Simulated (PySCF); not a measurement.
## A study: H₃N, SMILES `N`

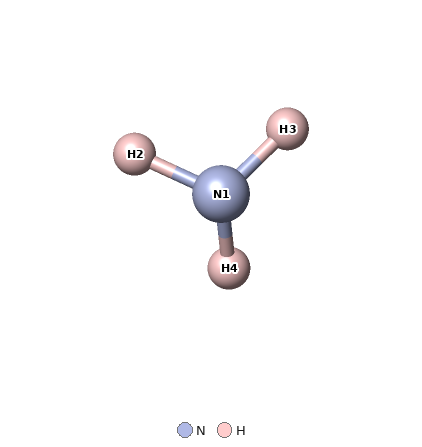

The molecule, with its atoms numbered as below. No frequency check shows the geometry to be a minimum.

Coordinates in Å:

```
N1       0.0000   -0.0000    0.1100
H2       0.8717   -0.3620   -0.2568
H3      -0.7495   -0.5738   -0.2567
H4      -0.1223    0.9360   -0.2567
```

### 1. Bonding charge

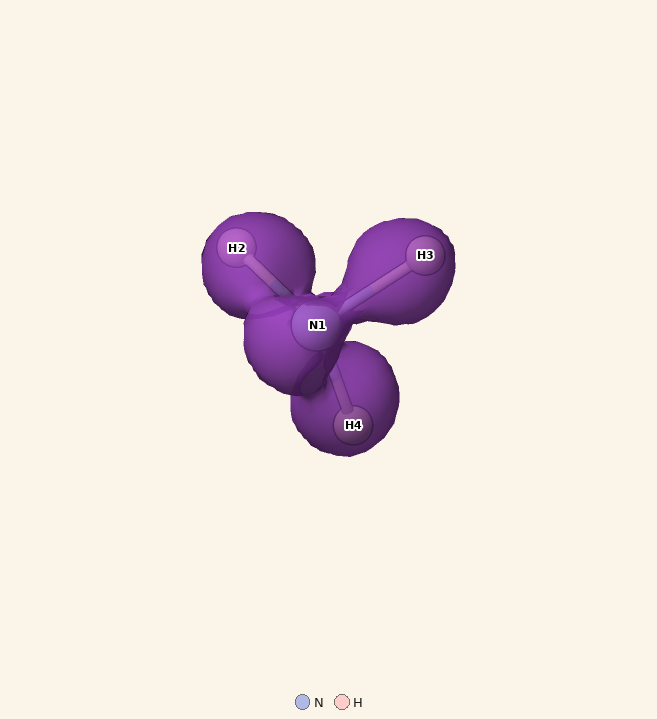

Deformation density (molecule less spherical, spin-averaged free atoms at the same positions), surfaces at ±0.2 e/Å³; purple: gain, green: loss.

Method: CAM-B3LYP/def2-TZVP; geometry: GFN2-xTB; program: PySCF.

**How much density has each bond gained at its critical point, relative to the free atoms?**

N1–H2, N1–H4 and N1–H3: +0.84 e/Å³ at the bond critical point (bond length 1.01 Å, Mayer order 0.9). In all, 0.8 electrons gather in the regions of gain relative to the promolecule.

### 2. Bond critical points

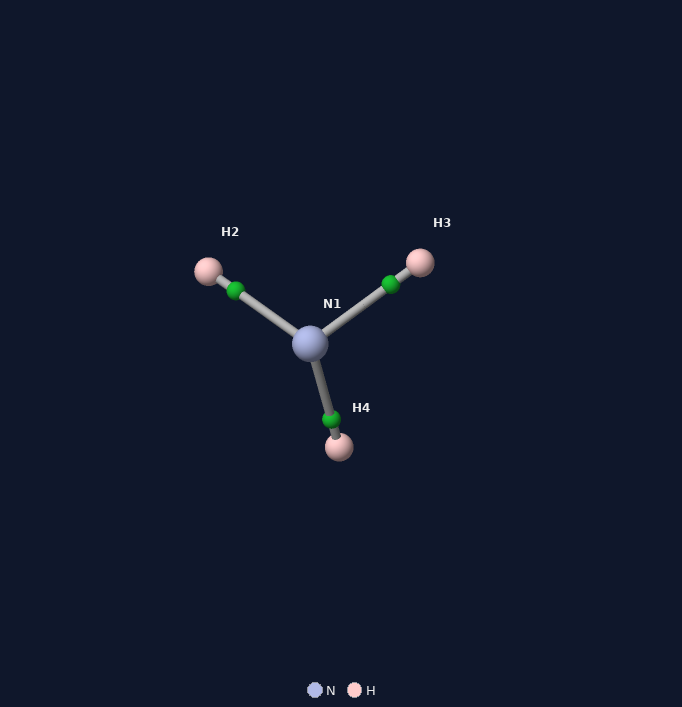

Molecular graph of the electron density (QTAIM): bond paths, bond critical points (green), ring points (magenta, if any); weak paths are dashed.

**How many critical points of each kind are there, and does the count close?**

4 nuclei, 3 bond, 0 ring and 0 cage critical points: 4 − 3 + 0 − 0 = 1, as the Poincaré–Hopf relation requires.

**Give the properties at the bond critical points.**

| bond | length (Å) | ρ (a.u.) | ∇²ρ (a.u.) | ε | H (a.u.) |
| --- | --- | --- | --- | --- | --- |
| N1–H2 (3 alike) | 1.013 | 0.337 | −1.60 | 0.04 | −0.460 |

**What kind of interaction is N1–H2?**

Shared-shell (covalent): ρ = 0.337, ∇²ρ = −1.60, H = −0.460 a.u.

### 3. Local ionisation energy

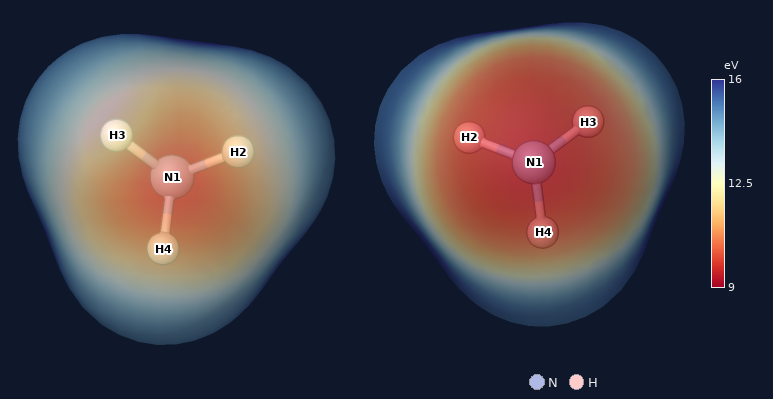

Average local ionisation energy on the surface of electron density 0.001 a.u. (back view left, front view right).

**Where are the most loosely bound electrons on this surface?**

The lowest value is 9.3 eV, 2.1 Å from N1. Further minima include 10.4 eV, near H2 (1.87 Å), H3 (1.89 Å), H4 (2.00 Å) and N1 (2.04 Å). For comparison, the highest occupied orbital lies at −9.1 eV.

### 4. Excited states

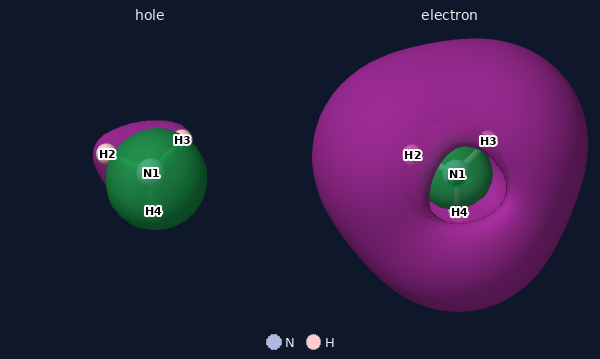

Leading natural transition orbital pair of S₁ (TDA singlet states); the surfaces enclose about 85 % of each orbital's density.

PySCF calculation, M06-2X/def2-TZVP, gas phase; geometry: GFN2-xTB. Without diffuse functions Rydberg states are missing, so the states' numbers hold for this basis only.

**Where does the state lie, and where do hole and electron sit?**

7.09 eV (175 nm), f = 0.059, partly diffuse acceptor orbital, which a basis without diffuse functions describes poorly; the leading pair carries 100 %; hole on N1 (79 %) and H2, H3 and H4 (7 % each), electron on N1 (26 %) and H2, H3 and H4 (25 % each) (atom shares of so diffuse an orbital are rough); their centroids lie 0.6 Å apart. In canonical orbitals it is mainly HOMO → LUMO (99 %). The HOMO–LUMO gap is 10.78 eV.

### 5. In an electric field

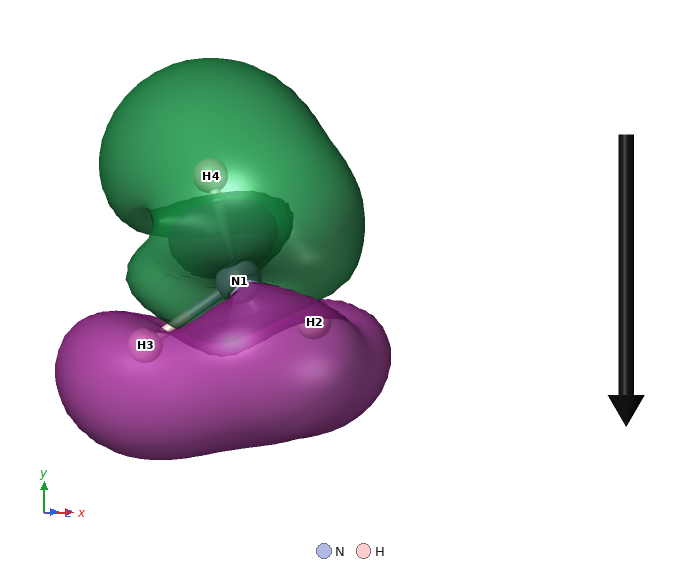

Change of the electron density in a uniform field of 0.26 V/Å along −y (arrow), surfaces at ±0.001 e/Å³ (green: gain, purple: loss).

Method: BP86/def2-SVPD; geometry: GFN2-xTB; program: PySCF.

The field was applied in both directions; the picture shows the one opposite to the script's first.

**What dipole is induced, and what polarisability does it imply?**

The induced dipole is 0.18 D (along the field); α along this axis, from the fields in both directions, is 14 bohr³ (2.0 Å³).

The PySCF runs shown took 1.8 s, 20 s and 2.6 s on 1 thread of Intel(R) Xeon(R) 6975P-C (Granite Rapids), on a shared host.
